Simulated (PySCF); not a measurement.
Ga(Me)(Vi)(OEt), SMILES C=[CH][Ga]([CH3])[O]CC (C5H11GaO), GFN2-xTB optimised geometry. Atoms within 1.6 Å of the plane z = 0.0 Å (x, y, z in Å): Ga1 (-0.41, 0.06, 0.00), C2 (-1.11, 1.98, 0.00), H3 (-1.40, 2.28, -1.01), H4 (-0.31, 2.64, 0.35), H5 (-1.97, 2.09, 0.65), C6 (-1.45, -1.69, -0.01), C7 (-2.78, -1.69, -0.05), H8 (-0.92, -2.64, 0.01), H9 (-3.36, -2.60, -0.06), H10 (-3.35, -0.77, -0.07), O11 (1.33, 0.06, 0.00), C12 (2.56, -0.61, -0.02), C13 (2.39, -2.12, -0.03), H14 (3.12, -0.29, -0.91), H15 (3.14, -0.30, 0.87), H16 (1.82, -2.42, -0.91), H17 (3.36, -2.61, -0.04), H18 (1.85, -2.43, 0.87).

Calculation: CAM-B3LYP/def2-SVP run with PySCF 2.14.0. Cells within 0.4 Å of a nucleus heavier than hydrogen are left out (blank, or x).

Map of the HOMO amplitude (bohr^(-3/2)) on the plane z = 0.0 Å; orbital energy -8.33 eV, overall sign arbitrary:

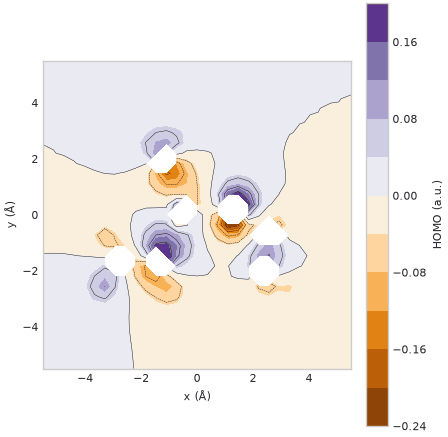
Figure. HOMO amplitude (bohr^(-3/2)) on the plane z = 0.0 Å.
